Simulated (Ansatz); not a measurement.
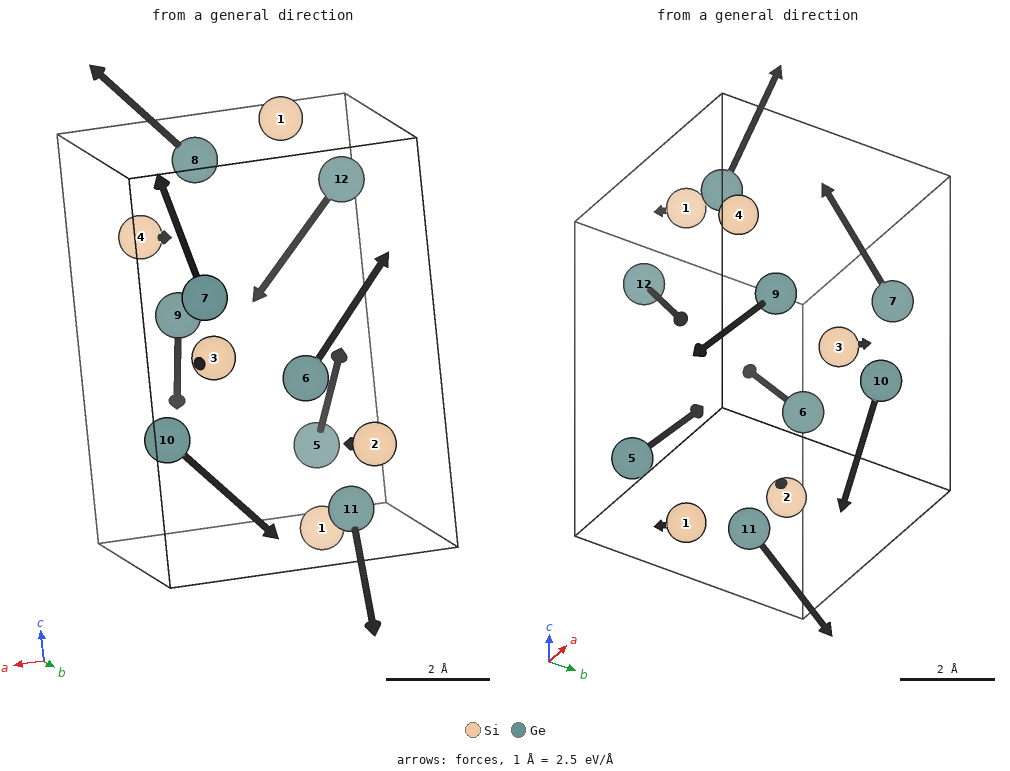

Spheres-only drawing of the structure, looking from two general directions. Lines trace the edges of the simulation cell. The arrows are the computed forces on the atoms.

System: SiGe₂. The calculation used Ansatz 0.2.0, DFT, PAW plane waves, r2SCAN, with a plane-wave cutoff of 500 eV, 5×5×3 k-mesh, Methfessel-Paxton smearing of 0.059 eV, no spin polarisation.

**Judging by the arrows, is the geometry relaxed?**

No. The atoms still feel forces of up to about 6.4 eV/Å, far above a usual threshold of 0.01 to 0.03 eV/Å.

The geometry is that of a generated cell, made by putting these elements into a known structure type (the compound may or may not exist in this form), without relaxation. Ansatz was used for an electronic-structure calculation on it.
